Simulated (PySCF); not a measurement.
# [Tl(BH4)2]+: forces at shaken geometries

Aim: move all atoms of relaxed [Tl(BH4)2]+ at random and read energies and forces. The species was built from a template and needn't be a known compound.

Method: r2SCAN, Tl def2-SVP with ECP60, B def2-SVP, H def2-SVP; scalar-relativistic core potentials, no spin–orbit coupling; program: PySCF 2.14.0.

3 further runs of the same task are left out: 2 for a known fault of the program, 1 that didn't finish.

## 1. The system as given

11 atoms, charge 1, spin multiplicity 1.

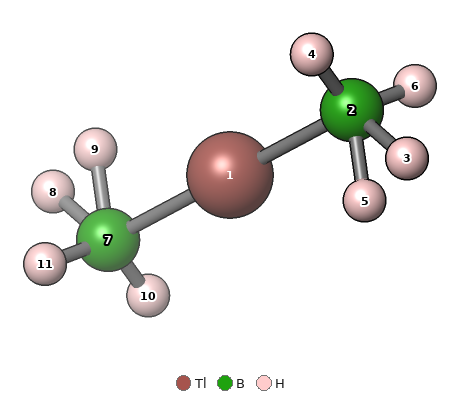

The geometry (thallium brown, boron green, hydrogen pink); atoms are numbered from 1 in the order of the file.

As a file:

```xyz
11

Tl    0.0000    0.0000    0.0000
B     0.2694   -0.1636    2.2292
H    -0.5717    0.3055    3.1575
H     1.2148    0.5381    2.4824
H    -0.9094    0.4601    2.3321
H     0.2140   -1.3375    2.4871
B    -0.2694    0.1636   -2.2292
H     0.5717   -0.3055   -3.1575
H     0.9094   -0.4601   -2.3321
H    -1.2148   -0.5381   -2.4824
H    -0.2140    1.3375   -2.4871
```

Formal oxidation states: Tl +3. An earlier session relaxed this geometry at r2SCAN, Tl def2-SVP with ECP60, B def2-SVP, H def2-SVP (singlet, point group Ci).

Its energy there is -226.656452 Eh.

## 2. Atoms moved at random, σ = 0.06 Å

The input, run.py (the lines that set the calculation):

```python
mol = gto.M(atom='''
Tl     0.00199     0.01662     0.07201
B      0.34099    -0.19249     2.24926
H     -0.64044     0.33689     3.14050
H      1.20110     0.56204     2.51101
H     -0.89225     0.52228     2.29468
H      0.17604    -1.34676     2.42605
B     -0.27259     0.12145    -2.24864
H      0.56289    -0.28134    -3.16498
H      0.86068    -0.51271    -2.32589
H     -1.19362    -0.55021    -2.40027
H     -0.14479     1.32424    -2.55372''',
    basis={'Tl': 'def2-SVP', 'B': 'def2-SVP', 'H': 'def2-SVP'},
    ecp={'Tl': 'def2-SVP'},
    charge=1, spin=0)
mf = dft.RKS(mol, xc='R2SCAN')
mf.grids.atom_grid = (50, 194)
mf = mf.density_fit()  # fitting sets: Tl def2-universal-JKFIT, B def2-universal-JKFIT, H def2-universal-JKFIT
mf.conv_tol = 1e-08; mf.max_cycle = 55
mf.kernel(dm0)  # dm0: the density of the relaxed state
```

Launch:

```
OMP_NUM_THREADS=2 python run.py
```

Log:

```text
init E= -226.62161366218
  HOMO = -0.431622879936924  LUMO = -0.274310810454232  gap/eV = 4.28068
cycle= 1 E= -226.645204419808  delta_E= -0.0236  |g|= 0.0665  |ddm|= 0.27
  HOMO = -0.42121902575193  LUMO = -0.267525593610424  gap/eV = 4.18221
cycle= 2 E= -226.643095045551  delta_E= 0.00211  |g|= 0.0971  |ddm|= 0.246
  HOMO = -0.422460793533505  LUMO = -0.266835947107044  gap/eV = 4.23477
cycle= 3 E= -226.646978288267  delta_E= -0.00388  |g|= 0.0168  |ddm|= 0.158
  HOMO = -0.422635958375167  LUMO = -0.26731604800813  gap/eV = 4.22647
cycle= 4 E= -226.647112018663  delta_E= -0.000134  |g|= 0.00285  |ddm|= 0.0336
  HOMO = -0.422902266671475  LUMO = -0.267352707212932  gap/eV = 4.23272
cycle= 5 E= -226.647116094537  delta_E= -4.08e-06  |g|= 0.000517  |ddm|= 0.00578
  HOMO = -0.422879630472873  LUMO = -0.267376302563172  gap/eV = 4.23146
cycle= 6 E= -226.647116194137  delta_E= -9.96e-08  |g|= 0.000142  |ddm|= 0.00101
  HOMO = -0.422879085676865  LUMO = -0.267367675168472  gap/eV = 4.23168
cycle= 7 E= -226.647116202701  delta_E= -8.56e-09  |g|= 3.73e-05  |ddm|= 0.000322
  HOMO = -0.422882244647394  LUMO = -0.267375042133767  gap/eV = 4.23157
Extra cycle  E= -226.647116202496  delta_E= 2.05e-10  |g|= 4.39e-05  |ddm|= 0.00015
converged SCF energy = -226.647116202496
```

Run time: 7.6 s. Hardware: 2 threads of Arm Neoverse V2, shared host.

It gives: E = -226.647116 Eh (+0.254 eV from the relaxed state), HOMO -11.51 eV, LUMO -7.28 eV, Mulliken charge on Tl1 +0.55 e, largest force component 1.959 eV/Å. 

```
atom      Fx      Fy  Fz (eV/Å)
 Tl1   0.161   0.099     -1.581
  B2  -1.679   0.895      0.421
  H3   0.299  -0.210     -0.458
  H4   0.724   0.201      0.246
  H5   0.448  -0.376      0.326
  H6   0.107  -0.546      0.323
  B7   0.930   1.959      0.844
  H8   0.173  -0.165     -0.122
  H9   0.335  -0.282      0.090
 H10  -1.189  -0.740     -0.393
 H11  -0.309  -0.834      0.304
```

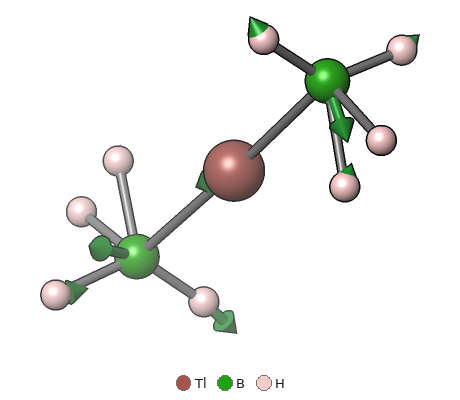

Forces as arrows, the longest for the largest force.

## 3. Atoms moved at random, σ = 0.1 Å

The input, run.py (the lines that set the calculation):

```python
mol = gto.M(atom='''
Tl     0.09561    -0.07737     0.06232
B      0.10082    -0.29391     2.27961
H     -0.41385     0.30699     3.20615
H      1.24602     0.52277     2.41552
H     -0.99460     0.58359     2.18900
H      0.26944    -1.44884     2.59893
B     -0.20367     0.20882    -2.37831
H      0.57669    -0.25893    -3.11027
H      0.88447    -0.45382    -2.32599
H     -1.22073    -0.55183    -2.47656
H     -0.34020     1.46252    -2.46040''',
    basis={'Tl': 'def2-SVP', 'B': 'def2-SVP', 'H': 'def2-SVP'},
    ecp={'Tl': 'def2-SVP'},
    charge=1, spin=0)
mf = dft.RKS(mol, xc='R2SCAN')
mf.grids.atom_grid = (50, 194)
mf = mf.density_fit()  # fitting sets: Tl def2-universal-JKFIT, B def2-universal-JKFIT, H def2-universal-JKFIT
mf.conv_tol = 1e-08; mf.max_cycle = 55
mf.kernel(dm0)  # dm0: the density of the relaxed state
```

Launch:

```
OMP_NUM_THREADS=2 python run.py
```

Log:

```text
init E= -226.394424077326
  HOMO = -0.508374136041671  LUMO = -0.360544566825476  gap/eV = 4.02265
cycle= 1 E= -226.579090496019  delta_E= -0.185  |g|= 0.22  |ddm|= 0.729
  HOMO = -0.413819449501472  LUMO = -0.27791124135919  gap/eV = 3.69825
cycle= 2 E= -226.489714804054  delta_E= 0.0894  |g|= 0.465  |ddm|= 1.14
  HOMO = -0.433610349450149  LUMO = -0.286775040912913  gap/eV = 3.99559
cycle= 3 E= -226.604062464776  delta_E= -0.114  |g|= 0.0564  |ddm|= 0.81
  HOMO = -0.440111263925403  LUMO = -0.292854630014515  gap/eV = 4.00706
cycle= 4 E= -226.605190906945  delta_E= -0.00113  |g|= 0.0188  |ddm|= 0.105
  HOMO = -0.440393572181969  LUMO = -0.293259634498975  gap/eV = 4.00372
cycle= 5 E= -226.605328993691  delta_E= -0.000138  |g|= 0.00576  |ddm|= 0.0381
  HOMO = -0.440140450453131  LUMO = -0.292940782152192  gap/eV = 4.00551
cycle= 6 E= -226.605340132498  delta_E= -1.11e-05  |g|= 0.00083  |ddm|= 0.0119
  HOMO = -0.440154808300957  LUMO = -0.292932901327489  gap/eV = 4.00611
cycle= 7 E= -226.605340380625  delta_E= -2.48e-07  |g|= 0.000286  |ddm|= 0.00191
  HOMO = -0.440168129773131  LUMO = -0.292941621596079  gap/eV = 4.00624
cycle= 8 E= -226.605340414078  delta_E= -3.35e-08  |g|= 6.66e-05  |ddm|= 0.000526
  HOMO = -0.44016390988309  LUMO = -0.292939385995717  gap/eV = 4.00618
cycle= 9 E= -226.605340416025  delta_E= -1.95e-09  |g|= 1.32e-05  |ddm|= 0.000123
  HOMO = -0.440165341709838  LUMO = -0.292939926725789  gap/eV = 4.00621
Extra cycle  E= -226.605340416002  delta_E= 2.3e-11  |g|= 1.46e-05  |ddm|= 4.8e-05
converged SCF energy = -226.605340416002
```

Wall time 7.9 s (2 threads of Arm Neoverse V2, shared host).

It gives: E = -226.605340 Eh (+1.391 eV from the relaxed state), HOMO -11.98 eV, LUMO -7.97 eV, Mulliken charge on Tl1 +0.59 e, largest force component 4.308 eV/Å. 

| atom | Fx | Fy | Fz (eV/Å) |
| --- | --- | --- | --- |
| Tl1 | -0.182 | 0.164 | -1.247 |
| B2 | 2.287 | 2.229 | -0.361 |
| H3 | -0.714 | 0.826 | 0.515 |
| H4 | -2.005 | -1.444 | -0.408 |
| H5 | 1.136 | -1.656 | 0.513 |
| H6 | -0.701 | 0.036 | -0.239 |
| B7 | -4.308 | 1.462 | 3.261 |
| H8 | 1.639 | -0.842 | -2.942 |
| H9 | 0.936 | -0.181 | 0.981 |
| H10 | 1.214 | 0.758 | 0.005 |
| H11 | 0.697 | -1.354 | -0.078 |

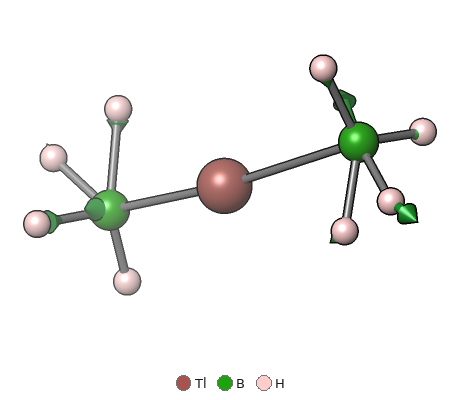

Forces as arrows, the longest for the largest force.

## 4. Atoms moved at random, σ = 0.1 Å

The input, run.py (the lines that set the calculation):

```python
mol = gto.M(atom='''
Tl    -0.04657     0.09167     0.05734
B      0.39120    -0.22397     1.97171
H     -0.71825     0.11349     3.24120
H      1.26009     0.44610     2.48721
H     -0.86416     0.64390     2.17645
H      0.27247    -1.38002     2.25257
B     -0.29746     0.16753    -2.04362
H      0.55904    -0.25365    -3.12088
H      0.90951    -0.52791    -2.16280
H     -1.25156    -0.46134    -2.42007
H     -0.21430     1.38420    -2.43912''',
    basis={'Tl': 'def2-SVP', 'B': 'def2-SVP', 'H': 'def2-SVP'},
    ecp={'Tl': 'def2-SVP'},
    charge=1, spin=0)
mf = dft.RKS(mol, xc='R2SCAN')
mf.grids.atom_grid = (50, 194)
mf = mf.density_fit()  # fitting sets: Tl def2-universal-JKFIT, B def2-universal-JKFIT, H def2-universal-JKFIT
mf.conv_tol = 1e-08; mf.max_cycle = 55
mf.kernel(dm0)  # dm0: the density of the relaxed state
```

Launch:

```
OMP_NUM_THREADS=2 python run.py
```

Log:

```text
init E= -226.416216633784
  HOMO = -0.511727096387527  LUMO = -0.352440077694656  gap/eV = 4.33442
cycle= 1 E= -226.564194702605  delta_E= -0.148  |g|= 0.212  |ddm|= 0.656
  HOMO = -0.445405439921654  LUMO = -0.291662903289975  gap/eV = 4.18355
cycle= 2 E= -226.557702098289  delta_E= 0.00649  |g|= 0.24  |ddm|= 0.758
  HOMO = -0.44008873960432  LUMO = -0.283158574088474  gap/eV = 4.27029
cycle= 3 E= -226.585064627334  delta_E= -0.0274  |g|= 0.0359  |ddm|= 0.457
  HOMO = -0.446878584709467  LUMO = -0.287958901215142  gap/eV = 4.32442
cycle= 4 E= -226.585528433269  delta_E= -0.000464  |g|= 0.00666  |ddm|= 0.0617
  HOMO = -0.446415938054188  LUMO = -0.287720135792025  gap/eV = 4.31833
cycle= 5 E= -226.585544354089  delta_E= -1.59e-05  |g|= 0.00218  |ddm|= 0.0124
  HOMO = -0.446461515300546  LUMO = -0.287849407085416  gap/eV = 4.31606
cycle= 6 E= -226.585546336569  delta_E= -1.98e-06  |g|= 0.000642  |ddm|= 0.00414
  HOMO = -0.446481040582236  LUMO = -0.287823627519751  gap/eV = 4.31729
cycle= 7 E= -226.585546505923  delta_E= -1.69e-07  |g|= 0.000143  |ddm|= 0.00115
  HOMO = -0.44647264756669  LUMO = -0.287821826172897  gap/eV = 4.31711
cycle= 8 E= -226.585546513271  delta_E= -7.35e-09  |g|= 4.84e-05  |ddm|= 0.000265
  HOMO = -0.446475703370107  LUMO = -0.287822276926086  gap/eV = 4.31718
Extra cycle  E= -226.585546512688  delta_E= 5.83e-10  |g|= 6.19e-05  |ddm|= 0.000165
converged SCF energy = -226.585546512688
```

Run time: 10 s. Hardware: 2 threads of Arm Neoverse V2, shared host.

Read off: E = -226.585547 Eh (+1.929 eV from the relaxed state), HOMO -12.15 eV, LUMO -7.83 eV, Mulliken charge on Tl1 +0.58 e, largest force component 5.922 eV/Å. 

```
atom      Fx      Fy  Fz (eV/Å)
 Tl1  -0.229   0.229     -2.868
  B2  -1.125   1.181      5.922
  H3   0.731   0.640     -3.035
  H4   0.094  -0.118     -0.420
  H5   0.952  -1.708      1.970
  H6  -0.181  -0.385     -0.132
  B7   0.995   0.949     -3.094
  H8  -0.193   0.024      1.983
  H9  -0.970   0.613     -1.078
 H10  -0.087  -0.191      0.176
 H11   0.013  -1.234      0.576
```

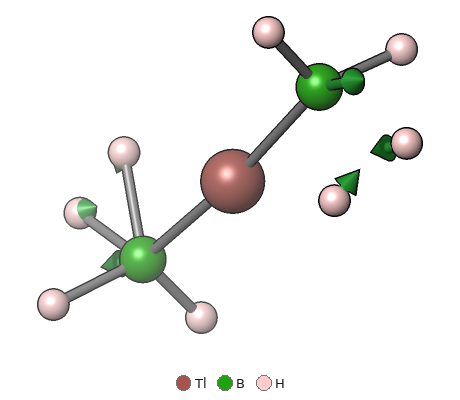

Forces as arrows, the longest for the largest force.

## 5. Results

| σ (Å) | energy rise (eV) | harmonic estimate −½ F·u (eV) | largest force component (eV/Å) |
| --- | --- | --- | --- |
| 0.06 | 0.254 | 0.250 | 1.96 |
| 0.1 | 1.391 | 1.257 | 4.31 |
| 0.1 | 1.929 | 1.827 | 5.92 |

Every displacement raises the energy. For a harmonic well the rise equals −½ F·u; the two differ by at most 10 % here (a move with σ = 0.1 Å), from anharmonicity, the grid and the small forces left at the relaxed point. These are double-zeta-type bases without diffuse functions. Spin–orbit coupling is left out.
